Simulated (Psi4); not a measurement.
# AlH2OF (SMILES [OH][AlH][F]) at PBE/def2-TZVP

What is the vertical singlet–triplet gap of AlH2OF at PBE/def2-TZVP? 

Program for the calculation: Psi4 1.11.

### 1 The molecule

The species is AlH2OF (5 atoms), meant as a singlet with charge 0. SMILES: `[OH][AlH][F]`. Geometry: a GFN2-xTB relaxation, a rough one for these elements and not checked as a minimum. This is one conformer, not always the lowest.

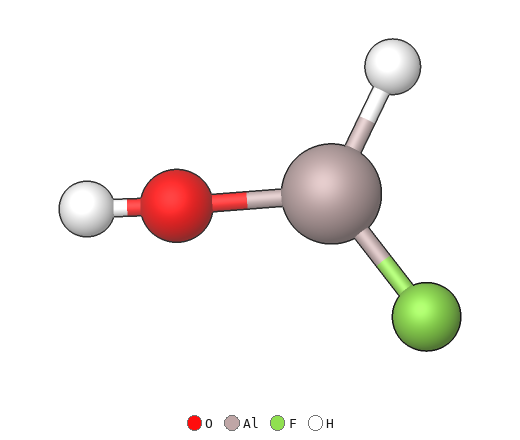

Viewed from a chosen angle; oxygen red, aluminium light grey, fluorine green, hydrogen white.

### 2 Energy and gradient at PBE/def2-TZVP

Contents of input.json:

```json
{
 "schema_name": "qcschema_input",
 "schema_version": 1,
 "molecule": {
  "schema_name": "qcschema_molecule",
  "schema_version": 2,
  "symbols": ["O", "Al", "F", "H", "H"],
  "geometry": [-1.93077098, 0.61569167, -0.61845067, 0.89378377, -0.2628798, 0.27230953, 1.47168091, -2.96101186, 1.72354361, -3.53594214, 1.18801412, -1.16091545, 3.10122954, 1.42018587, -0.21648702],
  "molecular_charge": 0,
  "molecular_multiplicity": 1,
  "fix_symmetry": "c1",
  "fix_com": true,
  "fix_orientation": true
 },
 "driver": "gradient",
 "model": {
  "method": "pbe",
  "basis": "def2-TZVP"
 },
 "keywords": {
  "puream": true,
  "e_convergence": 1e-09,
  "d_convergence": 1e-08,
  "scf_type": "pk",
  "dft_radial_points": 99,
  "dft_spherical_points": 590,
  "scf_properties": ["WIBERG_LOWDIN_INDICES", "MULLIKEN_CHARGES", "LOWDIN_CHARGES"]
 }
}
```

Started as:

```bash
$ psi4 --qcschema input.json -n 1 --memory 1600MB
```

stdout:

```text
[...]
  Running in c1 symmetry.
[...]
  Nuclear repulsion =  100.879089164289994
[...]
  Multiplicity = 1
[...]
  Nalpha       = 16
  Nbeta        = 16
[...]
    Number of basis functions: 111
[...]
   @RKS iter   1:  -418.21427880197700   -2.56096e-01   9.53805e-03 ADIIS/DIIS
[...]
   @RKS iter  12:  -418.59112923878683   -7.95808e-13   1.97813e-09 DIIS
[...]
    Orbital Energies [Eh]
    ---------------------
    Doubly Occupied:
       1A    -55.374308     2A    -24.213240     3A    -18.743255
       4A     -3.936493     5A     -2.543953     6A     -2.536487
       7A     -2.535132     8A     -1.035907     9A     -0.899341
      10A     -0.499223    11A     -0.389631    12A     -0.346629
      13A     -0.344927    14A     -0.307571    15A     -0.294867
      16A     -0.279002
[...]
  @RKS Final Energy:  -418.59112923878683
   => Energetics <=
    Nuclear Repulsion Energy =            100.8790891642899936
    One-Electron Energy =                -783.1587166717747550
    Two-Electron Energy =                 301.9570237613611994
    DFT Exchange-Correlation Energy =     -38.2685254926633007
    Empirical Dispersion Energy =           0.0000000000000000
    VV10 Nonlocal Energy =                  0.0000000000000000
    Total Energy =                       -418.5911292387868343
[...]
 Multipole Moments:
 ------------------------------------------------------------------------------------
     Multipole            Electronic (a.u.)      Nuclear  (a.u.)        Total (a.u.)
 ------------------------------------------------------------------------------------
 L = 1.  Multiply by 2.5417464519 to convert [e a0] to [Debye]
 Dipole X            :         -9.5549979            8.9834368           -0.5715612
 Dipole Y            :         23.0840594          -22.5328108            0.5512486
 Dipole Z            :        -13.0981824           12.7269085           -0.3712739
 Magnitude           :                                                    0.8765852
[...]
  Mulliken Charges: (a.u.)
   Center  Symbol    Alpha    Beta     Spin     Total
       1     O     4.25311  4.25311  0.00000 -0.50623
       2    AL     6.20441  6.20441  0.00000  0.59117
       3     F     4.65801  4.65801  0.00000 -0.31603
       4     H     0.34714  0.34714  0.00000  0.30572
       5     H     0.53732  0.53732  0.00000 -0.07464
   Total alpha = 16.00000, Total beta = 16.00000, Total charge = -0.00000
  Lowdin Charges: (a.u.)
   Center  Symbol    Alpha    Beta     Spin     Total
       1     O     4.03037  4.03037  0.00000 -0.06075
[...]
  -Total Gradient:
     Atom            X                  Y                   Z
    ------   -----------------  -----------------  -----------------
       1        0.007825850143    -0.000917666696     0.001744436511
       2        0.004539783456     0.009562225158    -0.004191445006
       3        0.000753205904     0.007772707516    -0.003740420937
       4        0.007868134695    -0.001500172300     0.002018141270
       5       -0.021025007190    -0.014861709246     0.004133377620
[...]
```

The result, in JSON:

```text
{
 "driver": "gradient",
 "model": {
  "method": "pbe",
  "basis": "def2-TZVP"
 },
 "success": true,
 "return_result": [0.007825850142975543, -0.000917666695724989, 0.0017444365109812662, 0.004539783456029359, 0.009562225158340827, -0.004191445005984597, 0.0007532059037195921, 0.0077727075164167325, -0.00374042093670357, 0.00786813469469333, -0.0015001723001419054, 0.002018141270067622, -0.021025007190116102, -0.014861709246422952, 0.004133377620018707],
 "properties": {
  "calcinfo_nbasis": 111,
  "calcinfo_nmo": 111,
  "calcinfo_nalpha": 16,
  "calcinfo_nbeta": 16,
  "calcinfo_natom": 5,
  "nuclear_repulsion_energy": 100.87908916429,
  "return_energy": -418.59112923878683,
  "return_gradient": [0.007825850142975543, -0.000917666695724989, 0.0017444365109812662, 0.004539783456029359, 0.009562225158340827, -0.004191445005984597, 0.0007532059037195921, 0.0077727075164167325, -0.00374042093670357, 0.00786813469469333, -0.0015001723001419054, 0.002018141270067622, -0.021025007190116102, -0.014861709246422952, 0.004133377620018707],
  "scf_one_electron_energy": -783.1587166717748,
  "scf_two_electron_energy": 301.9570237613612,
  "scf_xc_energy": -38.2685254926633,
  "scf_dipole_moment": [-0.5715611879061662, 0.5512486230789726, -0.37127389725145754],
  "scf_total_energy": -418.59112923878683,
  "scf_total_gradient": [0.007825850142975543, -0.000917666695724989, 0.0017444365109812662, 0.004539783456029359, 0.009562225158340827, -0.004191445005984597, 0.0007532059037195921, 0.0077727075164167325, -0.00374042093670357, 0.00786813469469333, -0.0015001723001419054, 0.002018141270067622, -0.021025007190116102, -0.014861709246422952, 0.004133377620018707],
  "scf_iterations": 12
 }
}
```

Run time: 16 s. Hardware: 1 thread of Intel Xeon 6975P-C (Granite Rapids), shared host; peak memory 0.63 GiB.

### 3 The triplet: a single-point energy at UPBE/def2-TZVP

Contents of job.dat:

```
memory 1.6 GB

molecule molecule1 {
  0 3
  O     -1.93077098     0.61569167    -0.61845067
  Al     0.89378377    -0.26287980     0.27230953
  F      1.47168091    -2.96101186     1.72354361
  H     -3.53594214     1.18801412    -1.16091545
  H      3.10122954     1.42018587    -0.21648702
  units au
  symmetry c1
  no_reorient
  no_com
}

set basis def2-TZVP
set reference uks
set puream true
set e_convergence 1e-09
set d_convergence 1e-08
set scf_type pk
set dft_radial_points 99
set dft_spherical_points 590
set maxiter 200

e, wfn = energy('pbe', return_wfn=True)
oeprop(wfn, 'MAYER_INDICES', 'WIBERG_LOWDIN_INDICES', 'DIPOLE', title='PBE')
```

Started as:

```bash
$ psi4 -n 1 job.dat job.out
```

job.out:

```text
[...]
  Running in c1 symmetry.
[...]
  Nuclear repulsion =  100.879089164289994
[...]
  Multiplicity = 3
[...]
  Nalpha       = 17
  Nbeta        = 15
[...]
    Number of basis functions: 111
[...]
   @UKS iter   1:  -417.90268713460244    5.54957e-02   9.83061e-03 DIIS/ADIIS
[...]
   @UKS iter  21:  -418.35408453900885   -1.93268e-12   9.54804e-09 DIIS
[...]
   @S^2 Observed:                2.002707930E+00
[...]
    Orbital Energies [Eh]
    ---------------------
    Alpha Occupied:
       1A    -55.388863     2A    -24.232451     3A    -18.817652
       4A     -3.954053     5A     -2.557479     6A     -2.556377
       7A     -2.554644     8A     -1.053794     9A     -0.969011
      10A     -0.555291    11A     -0.431427    12A     -0.396147
      13A     -0.364794    14A     -0.359873    15A     -0.350538
      16A     -0.345163    17A     -0.079419
    Alpha Virtual:
      18A     -0.071255    19A     -0.009031    20A      0.026495
      21A      0.063032    22A      0.096293    23A      0.125030
      24A      0.165503    25A      0.167529    26A      0.182077
[...]
  @UKS Final Energy:  -418.35408453900885
   => Energetics <=
    Nuclear Repulsion Energy =            100.8790891642899936
    One-Electron Energy =                -781.9908771759620549
    Two-Electron Energy =                 300.9316212870650133
    DFT Exchange-Correlation Energy =     -38.1739178144018041
    Empirical Dispersion Energy =           0.0000000000000000
    VV10 Nonlocal Energy =                  0.0000000000000000
    Total Energy =                       -418.3540845390088521
[...]
 Multipole Moments:
 ------------------------------------------------------------------------------------
     Multipole            Electronic (a.u.)      Nuclear  (a.u.)        Total (a.u.)
 ------------------------------------------------------------------------------------
 L = 1.  Multiply by 2.5417464519 to convert [e a0] to [Debye]
 Dipole X            :         -9.8848662            8.9834368           -0.9014294
 Dipole Y            :         23.3111910          -22.5328108            0.7783802
 Dipole Z            :        -13.2459336           12.7269085           -0.5190250
 Magnitude           :                                                    1.2991681
[...]
```

It took 22 s on 1 thread of Intel Xeon 6975P-C (Granite Rapids), shared host; peak memory 0.64 GiB.

### 4 Results

Level: PBE/def2-TZVP.

```
                                        quantity          value
                           singlet: total energy  -418.59113 Eh
                          singlet: dipole moment         2.23 D
                            singlet: HOMO energy       -7.59 eV
                            singlet: LUMO energy       -1.00 eV
                          singlet: HOMO–LUMO gap        6.59 eV
               singlet: largest force on an atom     1.341 eV/Å
                           triplet: total energy  -418.35408 Eh
                          triplet: dipole moment         3.30 D
     triplet: HOMO energy (highest over α and β)       -2.16 eV
                                   triplet: ⟨S²⟩          2.003
vertical energy of the triplet above the singlet       6.450 eV
```

At this shape the triplet lies 6.45 eV (149 kcal/mol) above the singlet. The largest force (singlet) is 1.34 eV/Å: the shape isn't a stationary point for this species at this level. Mulliken charges (singlet) run from -0.51 on O1 to +0.59 on Al2; they depend strongly on the basis.
